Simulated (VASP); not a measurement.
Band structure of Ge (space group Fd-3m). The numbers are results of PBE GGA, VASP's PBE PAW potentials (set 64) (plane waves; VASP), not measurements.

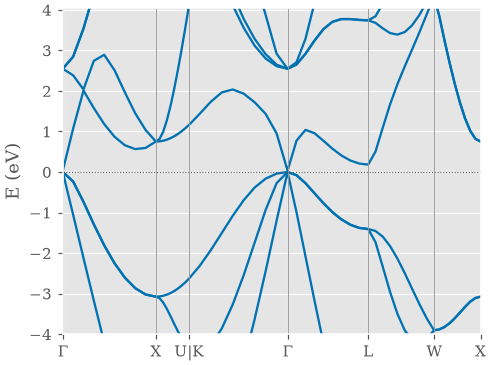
Figure: Bands along high-symmetry lines, zero at the valence-band maximum or, without a gap, the Fermi level

**Question.** Read the plot: is there a gap, and where are the band edges?

**Answer.** The gap is direct, 0.03 eV, from the valence maximum at Γ to the conduction minimum at Γ.

The structure is a typed Ge crystal (Fd-3m). The cell was not relaxed at this level.
